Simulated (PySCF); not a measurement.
# C2H6O3Si: NMR shifts at several levels of theory

How much do the NMR shifts of C2H6O3Si (`CC(=O)O[SiH2]O`) depend on the level of theory, and what does each level cost?

Computed with PySCF 2.14.0, with density-fitted response routines of our own, on a single molecule in the gas phase. Atoms count from 0, in the outputs and in this text.

## (1) The molecule as given

12 atoms, charge 0, multiplicity 1; geometry from: PBE0-D3(BJ)/def2-SVP.

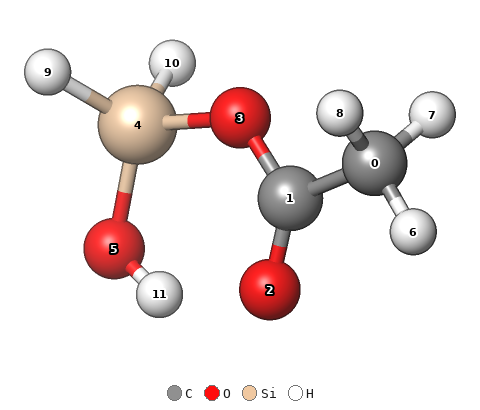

As it starts; carbon grey, oxygen red, silicon light orange, hydrogen white, atoms numbered.

## (2) Shielding tensors: PBE0/pcSseg-1

Job settings and geometry (Å):

```
{"job": {"kind": "nmr", "xc": "PBE0", "basis": "pcSseg-1", "pop": false}, "charge": 0, "multiplicity": 1}
C      2.123146    -0.057064     0.039862
C      0.663701    -0.283744     0.283444
O      0.226010    -1.031634     1.129160
O     -0.108035     0.427840    -0.538291
Si    -1.824657     0.470934    -0.560285
O     -2.404531    -0.595766     0.543453
H      2.718372    -0.652485     0.740350
H      2.367051    -0.329716    -0.997437
H      2.352494     1.012435     0.153350
H     -2.188474     1.879141    -0.254365
H     -2.208433     0.120809    -1.951916
H     -1.669006    -1.004102     1.039251
```

Level: GIAO PBE0/pcSseg-1 NMR shielding, non-relativistic, gas phase.

On the command line:

```sh
OMP_NUM_THREADS=1 python probes_run.py task.json out
```

One launch serves the whole session: the jobs run in the order shown.

The program printed:

```text
coarse grid: 10776 points
cycle   1  E = -594.3072379976  dE =  8.542e-01  |g| = 1.115e+00  |ddm| = 3.060e+00
cycle   2  E = -593.9290405277  dE =  3.782e-01  |g| = 1.820e+00  |ddm| = 1.923e+00
cycle   3  E = -594.5146149365  dE = -5.856e-01  |g| = 2.765e-01  |ddm| = 1.372e+00
cycle   4  E = -594.5280432544  dE = -1.343e-02  |g| = 9.036e-02  |ddm| = 2.166e-01
cycle   5  E = -594.5293270902  dE = -1.284e-03  |g| = 2.280e-02  |ddm| = 5.838e-02
cycle   6  E = -594.5294372981  dE = -1.102e-04  |g| = 5.095e-03  |ddm| = 1.816e-02
cycle   7  E = -594.5294419803  dE = -4.682e-06  |g| = 1.560e-03  |ddm| = 3.929e-03
final grid: 100200 points
cycle   8  E = -594.5941241486  dE = -1.079e-05  |g| = 1.208e-02  |ddm| = 1.676e-02
cycle   9  E = -594.5940840237  dE =  4.012e-05  |g| = 1.922e-02  |ddm| = 1.819e-02
cycle  10  E = -594.5941483954  dE = -6.437e-05  |g| = 2.292e-03  |ddm| = 1.180e-02
cycle  11  E = -594.5941493268  dE = -9.315e-07  |g| = 2.980e-04  |ddm| = 1.427e-03
cycle  12  E = -594.5941493406  dE = -1.373e-08  |g| = 1.001e-04  |ddm| = 2.171e-04
cycle  13  E = -594.5941493428  dE = -2.261e-09  |g| = 1.425e-05  |ddm| = 7.981e-05
cycle  14  E = -594.5941493429  dE = -4.047e-11  |g| = 4.084e-06  |ddm| = 1.430e-05
converged SCF energy = -594.5941493429

GIAO shielding tensors (ppm)
atom      isotropic    diamagn.    paramagn.     s11        s22        s33       span
  0 C      159.988     248.723     -88.735    137.204    151.200    191.559     54.355
  1 C        4.232     250.209    -245.977    -93.703     37.511     68.888    162.591
  2 O     -107.808     403.860    -511.668   -349.420   -212.139    238.135    587.555
  3 O      118.540     404.351    -285.811     -8.803    174.088    190.335    199.138
  4 Si     364.525     879.454    -514.929    329.025    367.927    396.623     67.598
  5 O      293.869     391.784     -97.914    239.191    286.216    356.201    117.010
  6 H       29.475      27.854       1.621     25.555     27.973     34.895      9.340
  7 H       29.031      28.263       0.768     25.727     27.903     33.462      7.735
  8 H       29.053      28.382       0.671     25.729     27.964     33.466      7.737
  9 H       25.972      29.028      -3.055     22.958     23.925     31.034      8.076
 10 H       26.018      28.921      -2.903     22.997     23.917     31.140      8.143
 11 H       26.177      32.718      -6.541     13.913     22.908     41.711     27.798
```

It took 12 s on 1 thread of Arm Neoverse V1, shared host; peak memory 0.74 GiB.

The references, computed at this level on geometries of the same kind, shield at (ppm): ¹H TMS 31.27, ¹³C TMS 184.4, ²⁹Si TMS 352.0, ¹⁷O H2O 334.6. Their shielding less the atom's gives the shift. The references are single molecules in the gas phase, so shifts against H2O, NH3, PH3, H3PO4 or CFCl3 are not on the usual liquid scales and can be off by tens of ppm. Atoms listed in one row are averaged.

| atoms | environment | σ (ppm) | δ (ppm) | δ scaled to CDCl3 |
| --- | --- | --- | --- | --- |
| C1 | carbonyl carbon | 4.2 | 180.2 | 174.4 |
| C0 | methyl carbon α to a carbonyl | 160.0 | 24.4 | 23.2 |
| H9, H10 | hydrogen on a silicon bonded to 2 O | 26.00 | 5.27 | – |
| H11 | hydrogen on an oxygen bonded to Si | 26.18 | 5.09 | – |
| H6, H7, H8 | hydrogen on a methyl carbon α to a carbonyl | 29.19 | 2.08 | 2.19 |
| O2 | carbonyl oxygen | -107.8 | 442.4 | – |
| O3 | oxygen bonded to C, Si | 118.5 | 216.0 | – |
| O5 | oxygen bonded to Si, H | 293.9 | 40.7 | – |
| Si4 | silicon bonded to 2 O, 2 H | 364.5 | -12.5 | – |

The scaled column applies a straight-line fit of computed shieldings to shifts measured in CDCl3 (root-mean-square error 0.21 ppm for H, 2.0 ppm for C).

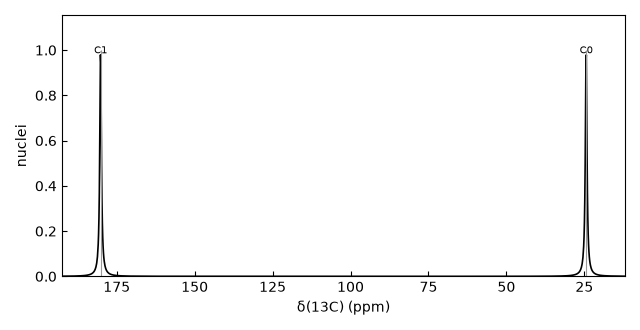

¹³C lines at the computed shifts, without couplings. Lines are broadened to a width of 0.62 ppm (Lorentzian).

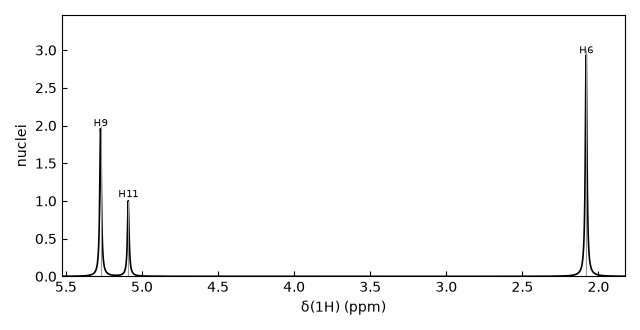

¹H lines at the computed shifts, without couplings. Lines are broadened to a width of 0.01 ppm (Lorentzian).

## (3) Nuclear shieldings: mPW1PW91/pcSseg-1

The job, as its differences from that of step 2:

```diff
@@ -1,2 +1,2 @@
-{"job": {"kind": "nmr", "xc": "PBE0", "basis": "pcSseg-1", "pop": false}, "charge": 0, "multiplicity": 1}
+{"job": {"kind": "nmr", "xc": "mPW1PW91", "basis": "pcSseg-1", "pop": false}, "charge": 0, "multiplicity": 1}
 C      2.123146    -0.057064     0.039862
```

With the program's defaults for keys left out, this is: GIAO mPW1PW91/pcSseg-1 NMR shielding, non-relativistic, gas phase.

The program printed:

```text
coarse grid: 10776 points
cycle   1  E = -594.6840737761  dE =  8.587e-01  |g| = 1.141e+00  |ddm| = 3.060e+00
cycle   2  E = -594.2910937149  dE =  3.930e-01  |g| = 1.855e+00  |ddm| = 1.948e+00
cycle   3  E = -594.9000648747  dE = -6.090e-01  |g| = 2.808e-01  |ddm| = 1.393e+00
cycle   4  E = -594.9138817199  dE = -1.382e-02  |g| = 9.369e-02  |ddm| = 2.204e-01
cycle   5  E = -594.9152614173  dE = -1.380e-03  |g| = 2.324e-02  |ddm| = 5.970e-02
cycle   6  E = -594.9153761575  dE = -1.147e-04  |g| = 5.215e-03  |ddm| = 1.854e-02
cycle   7  E = -594.9153810592  dE = -4.902e-06  |g| = 1.624e-03  |ddm| = 4.036e-03
final grid: 100200 points
cycle   8  E = -594.9811392880  dE = -1.846e-05  |g| = 8.055e-03  |ddm| = 1.512e-02
cycle   9  E = -594.9811217766  dE =  1.751e-05  |g| = 1.274e-02  |ddm| = 1.235e-02
cycle  10  E = -594.9811500442  dE = -2.827e-05  |g| = 1.606e-03  |ddm| = 8.016e-03
cycle  11  E = -594.9811505025  dE = -4.583e-07  |g| = 2.742e-04  |ddm| = 1.038e-03
cycle  12  E = -594.9811505138  dE = -1.124e-08  |g| = 9.874e-05  |ddm| = 2.000e-04
cycle  13  E = -594.9811505159  dE = -2.142e-09  |g| = 1.070e-05  |ddm| = 7.711e-05
cycle  14  E = -594.9811505159  dE = -2.183e-11  |g| = 3.413e-06  |ddm| = 1.063e-05
converged SCF energy = -594.9811505159

GIAO shielding tensors (ppm)
atom      isotropic    diamagn.    paramagn.     s11        s22        s33       span
  0 C      158.881     248.565     -89.684    136.252    150.103    190.290     54.038
  1 C        3.173     250.349    -247.176    -95.141     36.386     68.274    163.414
  2 O     -108.407     403.963    -512.369   -350.415   -213.389    238.585    589.000
  3 O      118.359     404.561    -286.202     -9.915    174.361    190.629    200.544
  4 Si     364.226     879.522    -515.296    328.994    368.078    395.607     66.614
  5 O      293.612     391.883     -98.271    239.103    286.834    354.900    115.797
  6 H       29.512      27.875       1.637     25.613     28.035     34.888      9.275
  7 H       29.078      28.301       0.777     25.795     27.966     33.473      7.677
  8 H       29.100      28.420       0.680     25.797     28.027     33.477      7.680
  9 H       26.078      29.102      -3.024     23.060     24.032     31.140      8.080
 10 H       26.123      28.995      -2.872     23.097     24.026     31.244      8.147
 11 H       26.194      32.734      -6.541     13.945     22.921     41.715     27.771
```

Run time: 12 s. Hardware: 1 thread of Arm Neoverse V1, shared host; peak memory 0.74 GiB.

This run: δ C1 180.4, C0 24.7, O2 441.7, O3 214.9, H9 5.22, H11 5.12 ppm (means over like atoms).

## (4) Nuclear shieldings: WP04/pcSseg-1

The job, as its differences from that of step 3:

```diff
@@ -1,2 +1,2 @@
-{"job": {"kind": "nmr", "xc": "mPW1PW91", "basis": "pcSseg-1", "pop": false}, "charge": 0, "multiplicity": 1}
+{"job": {"kind": "nmr", "xc": "WP04", "basis": "pcSseg-1", "pop": false}, "charge": 0, "multiplicity": 1}
 C      2.123146    -0.057064     0.039862
```

Level: GIAO WP04/pcSseg-1 NMR shielding, non-relativistic, gas phase.

The program printed:

```text
coarse grid: 10776 points
cycle   1  E = -604.0599542086  dE =  9.217e-01  |g| = 1.627e+00  |ddm| = 3.133e+00
cycle   2  E = -602.9597782131  dE =  1.100e+00  |g| = 2.847e+00  |ddm| = 3.018e+00
cycle   3  E = -604.4510488751  dE = -1.491e+00  |g| = 5.123e-01  |ddm| = 2.450e+00
cycle   4  E = -604.4947480899  dE = -4.370e-02  |g| = 2.462e-01  |ddm| = 4.414e-01
cycle   5  E = -604.5043491349  dE = -9.601e-03  |g| = 6.251e-02  |ddm| = 1.504e-01
cycle   6  E = -604.5051384987  dE = -7.894e-04  |g| = 1.571e-02  |ddm| = 4.849e-02
cycle   7  E = -604.5051792322  dE = -4.073e-05  |g| = 6.137e-03  |ddm| = 1.193e-02
cycle   8  E = -604.5051858780  dE = -6.646e-06  |g| = 1.290e-03  |ddm| = 4.462e-03
final grid: 100200 points
cycle   9  E = -604.5953244706  dE = -2.995e-05  |g| = 1.036e-02  |ddm| = 1.915e-02
cycle  10  E = -604.5952808981  dE =  4.357e-05  |g| = 1.853e-02  |ddm| = 1.578e-02
cycle  11  E = -604.5953427420  dE = -6.184e-05  |g| = 2.814e-03  |ddm| = 1.076e-02
cycle  12  E = -604.5953441572  dE = -1.415e-06  |g| = 5.760e-04  |ddm| = 1.770e-03
cycle  13  E = -604.5953442083  dE = -5.115e-08  |g| = 1.884e-04  |ddm| = 4.003e-04
cycle  14  E = -604.5953442156  dE = -7.232e-09  |g| = 4.136e-05  |ddm| = 1.381e-04
cycle  15  E = -604.5953442158  dE = -2.493e-10  |g| = 1.795e-05  |ddm| = 3.895e-05
converged SCF energy = -604.5953442158

GIAO shielding tensors (ppm)
atom      isotropic    diamagn.    paramagn.     s11        s22        s33       span
  0 C      146.535     248.976    -102.441    125.377    137.339    176.890     51.514
  1 C       -9.443     252.142    -261.585   -109.368     25.142     55.897    165.266
  2 O     -110.825     406.261    -517.086   -348.600   -221.090    237.214    585.813
  3 O      110.910     406.998    -296.088    -25.408    169.416    188.723    214.131
  4 Si     369.275     881.515    -512.239    335.874    377.076    394.876     59.003
  5 O      288.086     393.097    -105.011    235.189    292.005    337.063    101.874
  6 H       29.693      27.923       1.770     26.073     28.431     34.576      8.503
  7 H       29.343      28.799       0.544     26.277     28.365     33.387      7.110
  8 H       29.362      28.952       0.410     26.274     28.423     33.389      7.114
  9 H       27.040      29.886      -2.847     24.020     24.974     32.125      8.106
 10 H       27.086      29.758      -2.672     24.052     24.979     32.226      8.174
 11 H       26.269      33.163      -6.894     14.414     23.091     41.304     26.890
```

Run time: 12 s. Hardware: 1 thread of Arm Neoverse V1, shared host; peak memory 0.74 GiB.

Key values: δ C1 181.9, C0 25.9, O2 428.4, O3 206.6, H11 5.29, H9 4.50 ppm (means over like atoms).

## (5) Shielding tensors: B97-2/pcSseg-1

The job, as its differences from that of step 4:

```diff
@@ -1,2 +1,2 @@
-{"job": {"kind": "nmr", "xc": "WP04", "basis": "pcSseg-1", "pop": false}, "charge": 0, "multiplicity": 1}
+{"job": {"kind": "nmr", "xc": "B97-2", "basis": "pcSseg-1", "pop": false}, "charge": 0, "multiplicity": 1}
 C      2.123146    -0.057064     0.039862
```

With the program's defaults for keys left out, this is: GIAO B97-2/pcSseg-1 NMR shielding, non-relativistic, gas phase.

The program printed:

```text
coarse grid: 10776 points
cycle   1  E = -594.6483995053  dE =  8.462e-01  |g| = 1.156e+00  |ddm| = 3.071e+00
cycle   2  E = -594.2040811107  dE =  4.443e-01  |g| = 1.921e+00  |ddm| = 2.057e+00
cycle   3  E = -594.8693223217  dE = -6.652e-01  |g| = 3.055e-01  |ddm| = 1.505e+00
cycle   4  E = -594.8860927142  dE = -1.677e-02  |g| = 1.007e-01  |ddm| = 2.445e-01
cycle   5  E = -594.8877090152  dE = -1.616e-03  |g| = 2.577e-02  |ddm| = 6.593e-02
cycle   6  E = -594.8878516233  dE = -1.426e-04  |g| = 5.866e-03  |ddm| = 2.091e-02
cycle   7  E = -594.8878579117  dE = -6.288e-06  |g| = 1.936e-03  |ddm| = 4.669e-03
final grid: 100200 points
cycle   8  E = -594.9536181309  dE = -3.784e-05  |g| = 7.725e-03  |ddm| = 1.962e-02
cycle   9  E = -594.9536064212  dE =  1.171e-05  |g| = 1.109e-02  |ddm| = 1.198e-02
cycle  10  E = -594.9536270607  dE = -2.064e-05  |g| = 1.547e-03  |ddm| = 7.710e-03
cycle  11  E = -594.9536274320  dE = -3.713e-07  |g| = 6.685e-04  |ddm| = 1.261e-03
cycle  12  E = -594.9536275083  dE = -7.633e-08  |g| = 1.352e-04  |ddm| = 4.313e-04
cycle  13  E = -594.9536275118  dE = -3.537e-09  |g| = 2.739e-05  |ddm| = 1.178e-04
cycle  14  E = -594.9536275119  dE = -1.145e-10  |g| = 1.295e-05  |ddm| = 2.382e-05
converged SCF energy = -594.9536275119

GIAO shielding tensors (ppm)
atom      isotropic    diamagn.    paramagn.     s11        s22        s33       span
  0 C      159.379     248.541     -89.162    137.092    151.027    190.017     52.925
  1 C        6.818     250.555    -243.736    -88.850     40.285     69.021    157.871
  2 O      -98.628     403.969    -502.597   -333.420   -200.930    238.465    571.885
  3 O      121.484     404.606    -283.122     -4.694    176.237    192.908    197.601
  4 Si     373.883     879.634    -505.751    339.558    377.499    404.590     65.032
  5 O      294.102     391.854     -97.752    240.530    288.313    353.461    112.931
  6 H       29.583      27.946       1.637     25.718     28.129     34.902      9.184
  7 H       29.144      28.418       0.727     25.880     28.055     33.499      7.619
  8 H       29.166      28.541       0.625     25.881     28.115     33.503      7.622
  9 H       26.192      29.228      -3.036     23.176     24.138     31.264      8.088
 10 H       26.239      29.119      -2.879     23.214     24.134     31.370      8.156
 11 H       26.263      32.863      -6.600     14.052     23.006     41.731     27.679
```

Wall time 12 s (1 thread of Arm Neoverse V1, shared host); peak memory 0.74 GiB.

This run: δ C1 176.9, C0 24.3, O2 430.3, O3 210.1, H9 5.16, H11 5.11 ppm (means over like atoms).

## (6) Nuclear shieldings: BHandHLYP/pcSseg-1

The job, as its differences from that of step 5:

```diff
@@ -1,2 +1,2 @@
-{"job": {"kind": "nmr", "xc": "B97-2", "basis": "pcSseg-1", "pop": false}, "charge": 0, "multiplicity": 1}
+{"job": {"kind": "nmr", "xc": "BHandHLYP", "basis": "pcSseg-1", "pop": false}, "charge": 0, "multiplicity": 1}
 C      2.123146    -0.057064     0.039862
```

Method: GIAO BHandHLYP/pcSseg-1 NMR shielding, non-relativistic, gas phase.

The program printed:

```text
coarse grid: 10776 points
cycle   1  E = -594.6332573702  dE =  8.919e-01  |g| = 1.066e+00  |ddm| = 3.018e+00
cycle   2  E = -594.5375661019  dE =  9.569e-02  |g| = 1.326e+00  |ddm| = 1.415e+00
cycle   3  E = -594.8372096634  dE = -2.996e-01  |g| = 1.456e-01  |ddm| = 8.563e-01
cycle   4  E = -594.8404388984  dE = -3.229e-03  |g| = 6.938e-02  |ddm| = 1.186e-01
cycle   5  E = -594.8412535085  dE = -8.146e-04  |g| = 1.039e-02  |ddm| = 4.447e-02
cycle   6  E = -594.8412780134  dE = -2.450e-05  |g| = 2.986e-03  |ddm| = 9.627e-03
cycle   7  E = -594.8412802934  dE = -2.280e-06  |g| = 8.148e-04  |ddm| = 3.045e-03
final grid: 100200 points
cycle   8  E = -594.8882216090  dE = -1.090e-05  |g| = 2.571e-03  |ddm| = 7.877e-03
cycle   9  E = -594.8882216088  dE =  2.226e-10  |g| = 2.773e-03  |ddm| = 3.266e-03
cycle  10  E = -594.8882230585  dE = -1.450e-06  |g| = 4.844e-04  |ddm| = 1.801e-03
cycle  11  E = -594.8882231000  dE = -4.150e-08  |g| = 1.790e-04  |ddm| = 3.509e-04
cycle  12  E = -594.8882231068  dE = -6.771e-09  |g| = 5.971e-05  |ddm| = 1.656e-04
cycle  13  E = -594.8882231075  dE = -7.370e-10  |g| = 1.528e-05  |ddm| = 4.901e-05
converged SCF energy = -594.8882231075

GIAO shielding tensors (ppm)
atom      isotropic    diamagn.    paramagn.     s11        s22        s33       span
  0 C      159.407     247.444     -88.037    136.578    150.973    190.671     54.093
  1 C       -0.050     249.122    -249.172   -105.481     32.969     72.363    177.845
  2 O     -107.656     404.410    -512.066   -360.679   -215.287    252.999    613.679
  3 O      130.394     405.496    -275.102     -0.589    192.421    199.350    199.939
  4 Si     378.775     878.057    -499.282    343.919    386.198    406.208     62.289
  5 O      298.577     392.533     -93.957    245.274    295.978    354.479    109.205
  6 H       29.573      27.821       1.752     25.545     28.095     35.081      9.536
  7 H       29.196      28.301       0.895     25.845     28.020     33.724      7.880
  8 H       29.219      28.422       0.797     25.845     28.083     33.729      7.884
  9 H       26.527      29.239      -2.712     23.443     24.452     31.687      8.245
 10 H       26.560      29.134      -2.574     23.468     24.436     31.776      8.308
 11 H       26.099      32.579      -6.480     13.841     22.593     41.863     28.022
```

Wall time 11 s (1 thread of Arm Neoverse V1, shared host); peak memory 0.74 GiB.

This run: δ C1 184.0, C0 24.6, O2 442.4, O3 204.4, H11 5.34, H9 4.90 ppm (means over like atoms).

## (7) Nuclear shieldings: CAM-B3LYP/pcSseg-1

The job, as its differences from that of step 6:

```diff
@@ -1,2 +1,2 @@
-{"job": {"kind": "nmr", "xc": "BHandHLYP", "basis": "pcSseg-1", "pop": false}, "charge": 0, "multiplicity": 1}
+{"job": {"kind": "nmr", "xc": "CAM-B3LYP", "basis": "pcSseg-1", "pop": false}, "charge": 0, "multiplicity": 1}
 C      2.123146    -0.057064     0.039862
```

Method: GIAO CAM-B3LYP/pcSseg-1 NMR shielding, non-relativistic, gas phase.

The program printed:

```text
coarse grid: 10776 points
cycle   1  E = -594.6301794244  dE =  9.082e-01  |g| = 1.178e+00  |ddm| = 3.019e+00
cycle   2  E = -594.4308120321  dE =  1.994e-01  |g| = 1.625e+00  |ddm| = 1.652e+00
cycle   3  E = -594.8725116650  dE = -4.417e-01  |g| = 1.799e-01  |ddm| = 1.023e+00
cycle   4  E = -594.8773237193  dE = -4.812e-03  |g| = 8.097e-02  |ddm| = 1.375e-01
cycle   5  E = -594.8783812525  dE = -1.058e-03  |g| = 1.365e-02  |ddm| = 4.877e-02
cycle   6  E = -594.8784204562  dE = -3.920e-05  |g| = 3.862e-03  |ddm| = 1.178e-02
cycle   7  E = -594.8784237310  dE = -3.275e-06  |g| = 1.014e-03  |ddm| = 3.635e-03
final grid: 100200 points
cycle   8  E = -594.9516350023  dE = -1.869e-05  |g| = 3.461e-03  |ddm| = 9.461e-03
cycle   9  E = -594.9516342695  dE =  7.328e-07  |g| = 4.156e-03  |ddm| = 4.321e-03
cycle  10  E = -594.9516373360  dE = -3.067e-06  |g| = 6.773e-04  |ddm| = 2.531e-03
cycle  11  E = -594.9516374106  dE = -7.454e-08  |g| = 2.229e-04  |ddm| = 4.510e-04
cycle  12  E = -594.9516374194  dE = -8.835e-09  |g| = 8.815e-05  |ddm| = 1.888e-04
cycle  13  E = -594.9516374209  dE = -1.508e-09  |g| = 1.597e-05  |ddm| = 6.744e-05
cycle  14  E = -594.9516374210  dE = -7.833e-11  |g| = 4.721e-06  |ddm| = 2.139e-05
converged SCF energy = -594.9516374210

GIAO shielding tensors (ppm)
atom      isotropic    diamagn.    paramagn.     s11        s22        s33       span
  0 C      157.666     247.789     -90.123    133.602    149.035    190.361     56.759
  1 C       -1.837     249.790    -251.627   -103.320     30.656     67.154    170.475
  2 O     -109.505     404.812    -514.317   -355.916   -216.049    243.449    599.365
  3 O      121.023     405.173    -284.150     -7.271    180.221    190.120    197.391
  4 Si     359.046     879.177    -520.131    322.798    362.658    391.684     68.886
  5 O      294.659     392.618     -97.959    238.590    289.191    356.196    117.606
  6 H       29.529      27.843       1.686     25.606     28.077     34.904      9.298
  7 H       29.090      28.355       0.734     25.827     28.003     33.439      7.612
  8 H       29.113      28.479       0.633     25.829     28.066     33.443      7.614
  9 H       26.177      29.188      -3.010     23.154     24.134     31.244      8.089
 10 H       26.217      29.078      -2.862     23.191     24.118     31.340      8.149
 11 H       26.124      32.855      -6.731     13.948     22.806     41.618     27.670
```

Wall time 16 s (1 thread of Arm Neoverse V1, shared host); peak memory 0.74 GiB.

This run: δ C1 184.3, C0 24.8, O2 448.1, O3 217.5, H11 5.20, H9 5.13 ppm (means over like atoms).

[end of part 1 of 2]
